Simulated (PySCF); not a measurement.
# Two runs on C₆H₉NOSi

System: C₆H₉NOSi, SMILES N#C[C@@H]1C[C@H]([SiH3])CC1=O.
Method of run 1: GIAO LC-wPBE/pcSseg-1 NMR shielding, non-relativistic, IEF-PCM tetrahydrofuran (PySCF 2.14.0).

The geometry comes from this level: GFN2-xTB. Text and figures count atoms from 1; the logs count them from 0 in places.

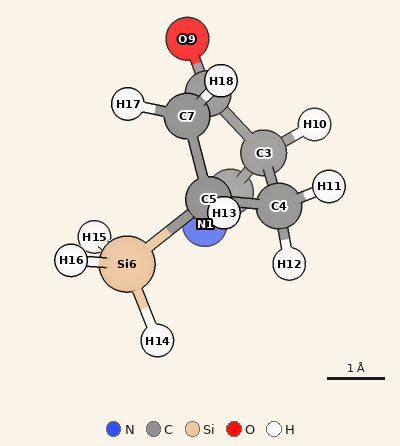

Figure 1. The structure as given in the input (ball-and-stick view, seen at a tilt; atoms are numbered from 1 in the order of the input).

## Input file, run 1
```
{"job": {"xc": "LC-wPBE", "basis": "pcSseg-1", "solvent": "tetrahydrofuran", "kind": "nmr", "pop": false}, "charge": 0, "multiplicity": 1}
N     -0.881769    -1.824499     2.358643
C     -1.133419    -1.221602     1.420668
C     -1.437721    -0.487151     0.219827
C     -0.485607    -0.844651    -0.929109
C      0.631398     0.203869    -0.857100
Si     2.025801    -0.235819     0.384613
C     -0.108926     1.473910    -0.439199
C     -1.228369     1.017929     0.458808
O     -1.873685     1.689645     1.210852
H     -2.491638    -0.671907    -0.015476
H     -1.024938    -0.762767    -1.876630
H     -0.108187    -1.863770    -0.842465
H      1.072508     0.330262    -1.849323
H      2.475240    -1.593107     0.081554
H      1.528194    -0.119242     1.750149
H      3.098554     0.733388     0.153062
H      0.512860     2.217713     0.058627
H     -0.579056     1.964116    -1.299158
```

The first line tells a small driver script what to run in PySCF; the rest is the geometry in Å.

Command:
```bash
OMP_NUM_THREADS=1 python <driver script> task.json out
```

Hardware: 1 CPU thread, shared host.

## Output (run 1)
```
coarse grid: 15872 points
cycle   1  E = -652.8297484707  dE =  1.821e+00  |g| = 9.960e-01  |ddm| = 3.874e+00
cycle   2  E = -652.6626641631  dE =  1.671e-01  |g| = 1.471e+00  |ddm| = 1.761e+00
cycle   3  E = -653.0470701141  dE = -3.844e-01  |g| = 5.599e-02  |ddm| = 1.021e+00
cycle   4  E = -653.0482690601  dE = -1.199e-03  |g| = 2.909e-02  |ddm| = 1.133e-01
cycle   5  E = -653.0484955948  dE = -2.265e-04  |g| = 8.876e-03  |ddm| = 4.250e-02
cycle   6  E = -653.0485241185  dE = -2.852e-05  |g| = 2.965e-03  |ddm| = 1.638e-02
cycle   7  E = -653.0485273596  dE = -3.241e-06  |g| = 1.681e-03  |ddm| = 6.208e-03
final grid: 149728 points
cycle   8  E = -653.1284629347  dE = -5.711e-05  |g| = 7.410e-03  |ddm| = 3.766e-02
cycle   9  E = -653.1284615230  dE =  1.412e-06  |g| = 8.074e-03  |ddm| = 9.997e-03
cycle  10  E = -653.1284724781  dE = -1.096e-05  |g| = 9.840e-04  |ddm| = 5.314e-03
cycle  11  E = -653.1284726324  dE = -1.543e-07  |g| = 2.579e-04  |ddm| = 7.776e-04
cycle  12  E = -653.1284726538  dE = -2.138e-08  |g| = 9.877e-05  |ddm| = 4.690e-04
cycle  13  E = -653.1284726565  dE = -2.681e-09  |g| = 4.060e-05  |ddm| = 1.363e-04
cycle  14  E = -653.1284726569  dE = -4.350e-10  |g| = 1.701e-05  |ddm| = 6.995e-05
converged SCF energy = -653.1284726569

GIAO shielding tensors (ppm)
atom      isotropic    diamagn.    paramagn.     s11        s22        s33       span
  0 N      -17.347     341.149    -358.496   -179.002   -165.598    292.558    471.560
  1 C       58.037     261.886    -203.849    -66.321    -51.779    292.211    358.532
  2 C      154.173     255.339    -101.167    140.234    151.213    171.071     30.838
  3 C      157.216     246.692     -89.476    136.336    163.938    171.373     35.037
  4 C      174.803     252.057     -77.254    152.515    180.675    191.217     38.702
  5 Si     414.635     880.091    -465.456    379.172    401.616    463.117     83.945
  6 C      146.400     251.786    -105.385    126.138    141.951    171.113     44.975
  7 C      -34.454     249.898    -284.352   -117.079    -51.308     65.026    182.105
  8 O     -303.562     397.894    -701.456   -883.915   -392.631    365.859   1249.775
  9 H       28.462      28.521      -0.059     24.028     26.876     34.481     10.453
 10 H       28.917      30.654      -1.737     23.391     27.189     36.169     12.778
 11 H       29.318      31.175      -1.857     25.877     27.269     34.808      8.931
 12 H       29.709      31.606      -1.897     25.517     26.446     37.165     11.648
 13 H       27.864      29.784      -1.920     24.487     25.786     33.318      8.831
 14 H       27.719      30.574      -2.856     23.798     27.809     31.548      7.750
 15 H       27.924      29.421      -1.496     24.319     25.593     33.861      9.542
 16 H       29.308      30.696      -1.388     24.834     28.524     34.565      9.731
 17 H       28.957      29.587      -0.631     24.315     26.672     35.883     11.568
```

The input of run 2 differs as follows (lines with − go, lines with + come):
```diff
-"xc": "LC-wPBE"
+"xc": "PBE0"
-"solvent": "tetrahydrofuran"
```

What does this change do to the results?

The total energies belong to different models, so their difference says nothing on which is more stable or more accurate. The HOMO goes from −10.47 to −7.83 eV. The LUMO goes from 1.22 to −1.38 eV. The dipole moment goes from 6.67 to 5.26 D. Of all shieldings, the largest change is that of O9, by −41.0 ppm. The functional changes from LC-wPBE to PBE0. The SCF takes 15 iterations against 14.

## Output (run 2)
```
coarse grid: 15872 points
cycle   1  E = -652.6679836940  dE =  1.361e+00  |g| = 8.766e-01  |ddm| = 3.938e+00
cycle   2  E = -652.0606656628  dE =  6.073e-01  |g| = 1.966e+00  |ddm| = 2.647e+00
cycle   3  E = -652.8233145757  dE = -7.626e-01  |g| = 1.719e-01  |ddm| = 1.979e+00
cycle   4  E = -652.8286774376  dE = -5.363e-03  |g| = 9.212e-02  |ddm| = 2.159e-01
cycle   5  E = -652.8304224468  dE = -1.745e-03  |g| = 3.592e-02  |ddm| = 9.120e-02
cycle   6  E = -652.8306667644  dE = -2.443e-04  |g| = 9.148e-03  |ddm| = 2.944e-02
cycle   7  E = -652.8306836617  dE = -1.690e-05  |g| = 2.682e-03  |ddm| = 8.230e-03
cycle   8  E = -652.8306851455  dE = -1.484e-06  |g| = 6.162e-04  |ddm| = 3.137e-03
final grid: 149728 points
cycle   9  E = -652.8944069414  dE = -2.225e-05  |g| = 1.247e-02  |ddm| = 3.386e-02
cycle  10  E = -652.8943150966  dE =  9.184e-05  |g| = 2.519e-02  |ddm| = 2.923e-02
cycle  11  E = -652.8944374329  dE = -1.223e-04  |g| = 2.227e-03  |ddm| = 2.054e-02
cycle  12  E = -652.8944383895  dE = -9.565e-07  |g| = 6.265e-04  |ddm| = 1.902e-03
cycle  13  E = -652.8944384555  dE = -6.610e-08  |g| = 2.871e-04  |ddm| = 5.867e-04
cycle  14  E = -652.8944384730  dE = -1.749e-08  |g| = 5.543e-05  |ddm| = 2.474e-04
cycle  15  E = -652.8944384737  dE = -6.578e-10  |g| = 1.436e-05  |ddm| = 6.217e-05
converged SCF energy = -652.8944384737

GIAO shielding tensors (ppm)
atom      isotropic    diamagn.    paramagn.     s11        s22        s33       span
  0 N      -37.359     339.323    -376.682   -207.697   -188.509    284.130    491.827
  1 C       62.843     260.905    -198.062    -59.479    -42.498    290.507    349.986
  2 C      150.383     255.015    -104.632    138.095    147.500    165.554     27.459
  3 C      150.213     247.227     -97.015    130.288    155.685    164.665     34.376
  4 C      167.750     251.119     -83.368    147.031    172.380    183.840     36.809
  5 Si     410.164     880.354    -470.190    373.779    396.878    459.835     86.056
  6 C      142.344     252.060    -109.716    124.012    140.334    162.687     38.675
  7 C      -27.433     248.657    -276.089   -112.031    -27.447     57.180    169.210
  8 O     -344.578     395.325    -739.903   -945.659   -440.503    352.428   1298.086
  9 H       28.701      28.846      -0.145     24.352     27.493     34.257      9.905
 10 H       29.132      30.855      -1.722     23.765     27.724     35.907     12.142
 11 H       29.270      31.233      -1.963     26.079     27.377     34.353      8.275
 12 H       29.824      31.750      -1.927     25.903     26.868     36.701     10.798
 13 H       27.700      29.691      -1.991     24.377     25.656     33.066      8.689
 14 H       27.342      30.143      -2.801     23.411     27.460     31.155      7.743
 15 H       27.770      29.377      -1.607     24.212     25.509     33.590      9.378
 16 H       29.317      30.791      -1.473     25.194     28.605     34.153      8.959
 17 H       29.127      29.861      -0.735     24.795     26.868     35.716     10.921
```

## The two runs side by side

| quantity | run 1 | run 2 |
| --- | --- | --- |
| outcome | converged | converged |
| total energy (hartree) | −653.128473 | −652.894438 |
| HOMO (eV) | −10.47 | −7.83 |
| LUMO (eV) | 1.22 | −1.38 |
| dipole moment (D) | 6.67 | 5.26 |
| shielding of N1 (ppm) | −17.3 | −37.4 |
| shielding of C2 (ppm) | 58.0 | 62.8 |
| shielding of C4 (ppm) | 157.2 | 150.2 |
| shielding of C5 (ppm) | 174.8 | 167.8 |
| shielding of Si6 (ppm) | 414.6 | 410.2 |
| shielding of C8 (ppm) | −34.5 | −27.4 |
| shielding of O9 (ppm) | −303.6 | −344.6 |
| SCF iterations | 14 | 15 |
| basis functions | 205 | 205 |
| wall time (shared host) | 48 s | 37 s |
